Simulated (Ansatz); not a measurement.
The figure comes from a scan of WSe₂ (2H-MoS2 type, space group P6_3/mmc): one W atom of a 6-atom cell moves by s along Cartesian z, with its periodic images. The numbers are results of PBE-D3(BJ) (plane waves to 420 eV, PAW, scalar-relativistic; Ansatz, a program for electronic structure), not measurements. k mesh 9×9×2 (Γ-centred), Fermi-Dirac smearing 0.05 eV. Left out: 2 of 11 points, with atoms too close for the PAW data. As the smearing reaches across the gap at some points, energies and forces of such displacements shift with the k mesh and the smearing. F∥ is the force on the atom along that direction. Spin-orbit coupling is left out, though W is heavy. WSe2 is run without spin polarisation. WSe2 was relaxed with its symmetry unable to fall. 

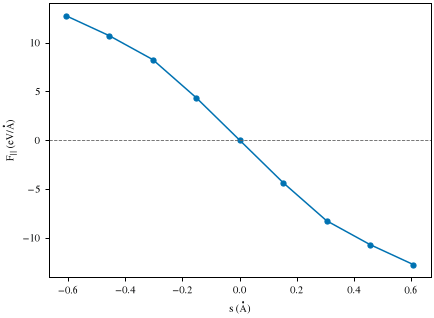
Figure: F∥ (eV/Å) against s (Å); computed points joined by lines.

Read the plotted values off the figure, to the accuracy that the plot allows.

To the nearest 0.5:

```tsv
s (Å)	F∥ (eV/Å)
-0.608	13.0
-0.456	10.5
-0.304	8.5
-0.152	4.5
0.000	0.0
0.152	-4.5
0.304	-8.5
0.456	-10.5
0.608	-13.0
```

(A displaced cell: forces are minus the slopes of the energy, force constants its curvatures, and phonons follow from these.)
